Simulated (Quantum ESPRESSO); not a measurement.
**Converging shifted k-point meshes: Al (Fm-3m, 1 atom in the cell)**

```yaml
crystal:
  lattice:
    - [-2.03107, 0.00000, 2.03107]
    - [0.00000, 2.03107, 2.03107]
    - [-2.03107, 2.03107, 0.00000]
  atoms:
    - { symbol: Al, position: [0.00000, 0.00000, 0.00000] }
```

Computed with PBEsol, SSSP 1.1.2 efficiency (PBE) pseudopotentials (plane waves; Quantum ESPRESSO).

Base settings: ecutwfc = 35 Ry; ecutrho = 280 Ry; occupations = smearing; smearing = gaussian; degauss = 0.0073499 Ry; input_dft = pbesol; potentials = {Al: Al.pbe-n-kjpaw_psl.1.0.0.UPF}; K_POINTS = automatic 14 14 14 0 0 0; conv_thr = 1e-11 Ry; mixing_beta = 0.4.

Only quantities that move along the ladder and can be compared are tabulated.

The count of work is k-points × plane waves × bands × iterations; it is no time. Core times come from one kind of shared machine, to one figure; runs under 30 s give none.

The starting cell has typed, rounded lattice constants, without a prior relaxation at this level. Its lattice was rescaled by up to half a per cent.

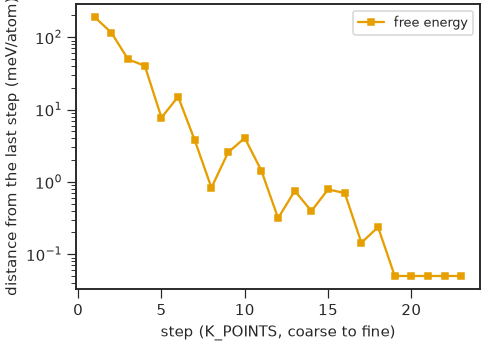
Distance from the last step along the ladder; very small values are drawn at a floor.

```tsv
K_POINTS	free energy less the last step's (meV/atom)	pressure (GPa)	count of work / last	core time / last (rough)
automatic 2 2 2 1 1 1	189.05	-0.44	0.00022	–
automatic 3 3 3 1 1 1	-115.03	-2.84	0.00068	–
automatic 4 4 4 1 1 1	49.37	-2.38	0.0011	–
automatic 5 5 5 1 1 1	40.27	-2.87	0.0022	–
automatic 6 6 6 1 1 1	7.73	-2.67	0.0032	–
automatic 7 7 7 1 1 1	15.05	-3.14	0.0050	–
automatic 8 8 8 1 1 1	-3.75	-2.84	0.0068	–
automatic 9 9 9 1 1 1	0.83	-2.68	0.0097	–
automatic 10 10 10 1 1 1	-2.55	-2.70	0.013	–
automatic 11 11 11 1 1 1	-4.04	-2.62	0.017	–
automatic 12 12 12 1 1 1	1.42	-2.61	0.021	–
automatic 13 13 13 1 1 1	-0.31	-2.56	0.026	–
automatic 15 15 15 1 1 1	0.75	-2.54	0.039	–
automatic 16 16 16 1 1 1	0.39	-2.56	0.046	–
automatic 18 18 18 1 1 1	-0.79	-2.61	0.065	0.08
automatic 20 20 20 1 1 1	-0.70	-2.65	0.088	0.1
automatic 22 22 22 1 1 1	0.14	-2.64	0.12	0.1
automatic 24 24 24 1 1 1	0.24	-2.62	0.15	0.2
automatic 27 27 27 1 1 1	0.01	-2.62	0.21	0.2
automatic 30 30 30 1 1 1	0.03	-2.62	0.28	0.2
automatic 33 33 33 1 1 1	-0.03	-2.62	0.37	0.4
automatic 37 37 37 1 1 1	-0.01	-2.62	0.52	0.6
automatic 41 41 41 1 1 1	0.02	-2.62	0.70	0.4
automatic 46 46 46 1 1 1	0.00	-2.62	1.0	1
```

Coarsest K_POINTS that holds the pressure within 0.2 GPa of the last step, with all finer ones: automatic 9 9 9 1 1 1, at 0.0097 of the last step's count of work; the step before is off by 0.22 GPa.

Coarsest K_POINTS that holds the free energy within 5 meV/atom of the last step, with all finer ones: automatic 8 8 8 1 1 1, at 0.0068 of the last step's count of work; the step before is off by 15 meV/atom.
